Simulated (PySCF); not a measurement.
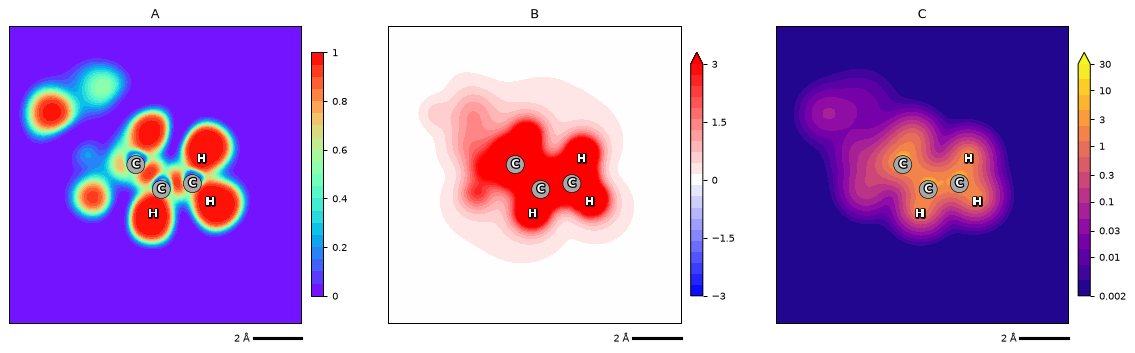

C4H12PSi2 (doublet): 3 fields on the plane of atoms H8, C1 and H9, with unlabelled colour scales. Grey discs cover the atomic cores.

Geometry: GFN2-xTB.

All numbers below come from UKS B3LYP, pcH-1 on C H P Si, non-relativistic, mean-field spin-orbit, GIAO in PySCF.

Question: The panels show electron density, electron localisation function and electrostatic potential in some order. Assign them.

Answer: Panel A: electron localisation function. Panel B: electrostatic potential (strongly positive close to the atoms and fading to about zero outside). Panel C: electron density. From the grid: C–C (1.32 Å): ρ at the midpoint is about 2 e/Å³; the ELF peaks at about 0.90 between the atoms: a multiple bond.
